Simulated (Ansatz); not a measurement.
## Fields on a plane of GeSe (GeS type, space group Pnma)

```xyz
8
Lattice="10.5197 0.0000 0.0000 0.0000 3.8238 0.0000 0.0000 0.0000 4.1422" Properties=species:S:1:pos:R:3 pbc="T T T"
Ge     6.4828     2.8678     2.4745
Ge     9.2967     0.9559     0.4034
Ge     4.0369     0.9559     1.6677
Ge     1.2229     2.8678     3.7388
Se     3.7552     2.8678     4.1096
Se     1.5046     0.9559     2.0385
Se     6.7645     0.9559     0.0326
Se     9.0151     2.8678     2.1037
```

The slice is a (100) plane (indices of the conventional cell) through the point (0.884, 0.250, 0.097) (fractional), spanned by u = [010] and v = [001] in vectors of this cell: u (3.82 Å) and v (4.14 Å, at 90° to u). It covers one period; positions are fractions (u, v).

Atoms on it: Ge at (0.00, 0.00). Other atoms lie within 1 Å of the plane.

The numbers are results of PBEsol-D3(BJ) (plane waves to 420 eV, PAW, scalar-relativistic; Ansatz, a quantum-chemistry and plane-wave program), not measurements. k mesh 3×9×8. These are valence fields of a PAW run, semicore shells included where kept as valence: close to a nucleus they are smooth pseudo fields. GeSe was relaxed with its symmetry unable to fall. The PAW data are Ansatz's earlier set. The relaxed volume of GeSe is well below the measured one.

```
|xxxx=+++=:.     .:=+++=xxx|
|xxx-++++=:.     .:=++++-xx|
|xx-=+*+=-:       :-=+*+=-x|
|==+***+=-.       .-=+***+=|
|*****++-:.       .:-++****|
|*****+=:....:::....:=+****|
|****+=::::--===--::::=+***|
|**+=-:::-=+*###*+=-:::-=+*|
|==-::::-+*#%%@%%#*+-::::-=|
|::...:-+#%@@@@@@@%#+-:...:|
|   ..-+#%@@@@@@@@@%#+-..  |
|   .:=*%@@@@@@@@@@@%*=:.  |
|   .-*#%@@@@%%%@@@@%#*-.  |
|   :=*%@@@%#xxx#%@@@%*=:  |
|  .:+#%@@%#xxxxx#%@@%#+:. |
|  .-+#%@@%*xxxxx*%@@%#+-. |
| .:-*#%@@%*xxxxx*%@@%#*-:.|
|..:=*#%@@%#xxxxx#%@@%#*=:.|
|::-=+#%@@@%*xxx*%@@@%#+=-:|
|---=+#%@@@@%###%@@@@%#+=--|
|---=+*#%@@@@%%%@@@@%#*+=--|
|====+*#%%@@@%%%@@@%%#*+===|
|=====+*##%%%%%%%%%##*+====|
|---==++**#########**++==--|
|xx:-=++++++*****++++++=-:x|
|xxx:==+=============+==:xx|
|xxxx-=+==-:::::::-==+=-xxx|
|xxxx-++==-:.....:-==++-xxx|
```
Scale: ten equal steps from 0.06 (start of ' ') to 0.83 (end of '@'), in the order ' .:-=+*#%@'. Values: electron localisation function (ELF). The map has 26 points along u (one character each, u = 0 at the left) and 28 along v (v = 0 in the bottom row). Points within 0.5 Å of a nucleus are blanked (x), as the pseudised field means little there.

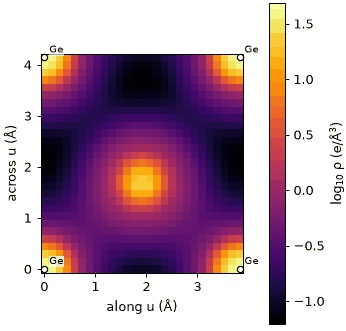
Fig. 1. Log₁₀ of the valence density in e/Å³, one period of the plane, atoms marked. The scale is logarithmic, as a density can span decades between atoms and voids.
